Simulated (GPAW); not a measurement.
# Surface energy and work function of Li(100) from slabs of 4 to 14 layers (RPBE)

How do energy and work function of Li(100) films settle with thickness, and what surface energy follows?

Set-up. GPAW 26.7.0, plane waves at 450 eV with PAW setups; symmetric 1×1 slabs cut at the tabulated lattice constant (two decimals; low-temperature values for the alkali metals), atoms at bulk places, 7.5 Å of vacuum on each side, one in-plane mesh for all thicknesses, Fermi-Dirac smearing of 0.1 eV. Energies are extrapolated to zero smearing and count from the program's reference atoms. Functional RPBE. The cell's area is 12.180 Å².

What came out, but for one run:

```
layers  energy (eV)  work function (eV)
     4      −6.5259                3.05
     5      −8.3195                2.91
     6     −10.1215                2.98
     7     −11.9085                2.98
     8     −13.7103                2.94
     9     −15.5013                2.99
    10     −17.2973                2.95
    11     −19.0935                2.97
    12     −20.8846                2.97
    14            ?                   ?
```

To predict: What surface energy do these runs give, and what energy and work function should the 14-layer slab have?

Worked answer. A slab of n layers has E(n) = nε + 2Aγ once its middle is bulk-like. A line through n = 6 to 12 has the slope ε = −1.7945 eV a layer and the intercept 2Aγ = 0.6482 eV (r.m.s. residual 2.5 meV). So γ = 0.6482 / (2 × 12.180 Å²) = 0.0266 eV/Å² = 0.43 J/m², with a standard error of under 0.01 J/m² from the scatter about the line. For 14 layers: 0.6482 + 14 × (−1.7945) = −24.475 eV; the run gives −24.477 eV, 1.8 meV under the line. The work function has no such law: from 6 to 12 layers it moves between 2.94 and 2.99 eV (mean 2.97), and the 14-layer slab gives 2.97 eV. The thinnest slab, 4 layers, lies +0.08 eV from that mean. The values go up and down with thickness, as expected where levels confined across the film cross the Fermi level one by one.

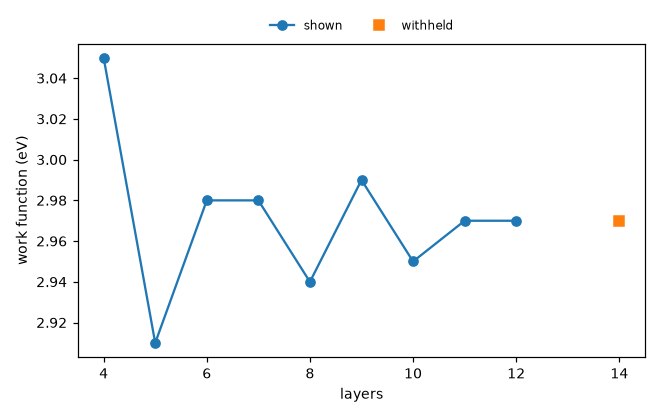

Work function against thickness.

Caveats: The surfaces are unrelaxed, so γ is an upper bound for this functional and lattice constant. The tabulated lattice constant isn't the functional's own, which strains the slab a little.

[Logs are printed without paths, hosts, clocks, repeated set-up lines and the standing remarks that a program may print on its own settings, such as how far it seeks lower states.]
